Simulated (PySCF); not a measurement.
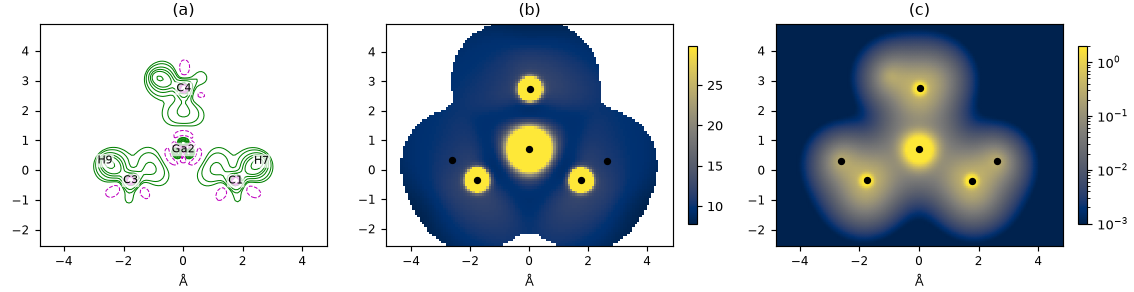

*C₃H₉Ga, SMILES `C[Ga](C)C`. Three fields in the plane of C1, Ga2, C3, C4, H7 and H9. (a): solid green lines positive, dashed magenta lines negative.*

PySCF calculation, PBE/def2-TZVP, gas phase; geometry: GFN2-xTB. No frequency check shows the geometry to be a minimum. GFN2-xTB bond lengths at metals and heavier atoms can be off by up to 0.1 Å and shapes distorted, which carries into these values.

Q: The panels show, in some order, the average local ionisation energy, electron density and deformation density. Which is which?

A: (a) is the deformation density: it has both signs, with gains where valence electrons gather and losses around them. (b) is the average local ionisation energy: it is high near the heavier nuclei and lowest where loosely bound electrons reach out. (c) is the electron density: it is positive everywhere and peaks at the nuclei.
